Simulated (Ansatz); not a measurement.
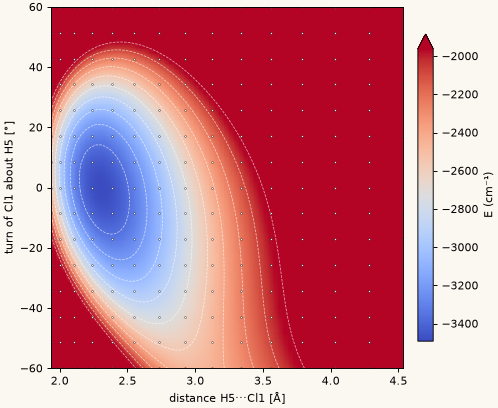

The pair Cl···H₃N, charge −1. The turn is about an axis along (0.74, 0.67, −0.06) in the frame of the relaxed pair, normal to the line between the partners. The first coordinate is: distance H5···Cl1; the second: turn of Cl1 about H5. The scan uses a 15 × 15 grid. Energies are in cm⁻¹, from the ion and the molecule far apart, frozen as in the relaxed pair, each in its own basis (no counterpoise correction). Method: Ansatz, RKS PBE-D4/def2-TZVPD.

Drawn: a smooth colour map with a few white contour lines, dots at the grid points, one colour for all values above the top of the scale. Between grid points the surface is interpolated.

Q: Estimate the position of the minimum and the force constants in these coordinates.

A: The interpolated minimum is at distance H5···Cl1 ≈ 2.306 Å, turn of Cl1 about H5 ≈ 0.0°. The curvatures there are about 1.1 eV/Å² and 0.53 eV/rad², with a cross term of about 0.19 eV/(Å·rad). Round the minimum the valley is somewhat tilted: raising distance H5···Cl1 shifts the best value of turn of Cl1 about H5 downwards (coupling k₁₂/√(k₁₁k₂₂) about 0.2). (1 eV is 8066 cm⁻¹.)
